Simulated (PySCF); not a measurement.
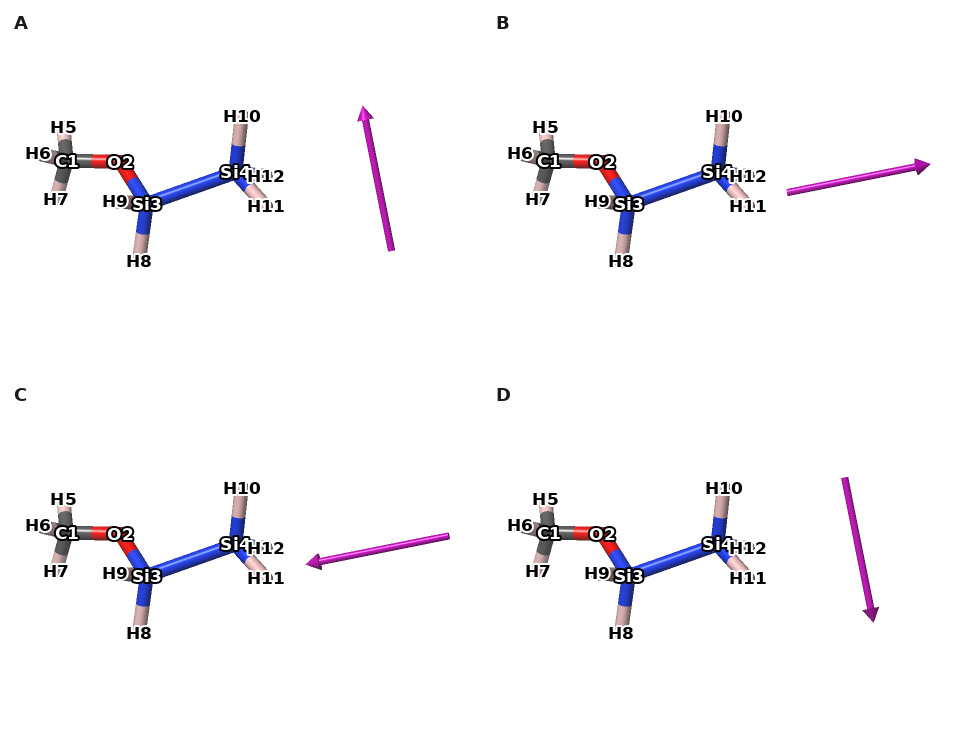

The same molecule four times, each with an arrow. Computed geometry: GFN2-xTB optimisation. No frequency run is at hand to confirm it as a minimum. Method: PBE0/pcSseg-1, gas phase (PySCF 2.14.0).

Which arrow points along the dipole moment, from the negative to the positive end?

Answer. C. The dipole moment is 1.36 D; it points from the side of H11 to the side of H6, H7 (the outermost atoms at the two ends).

The geometry is semi-empirical. Around Si such bond lengths and angles can be off by a tenth of an ångström or more and by several degrees, and values that hang on the shape move with them.
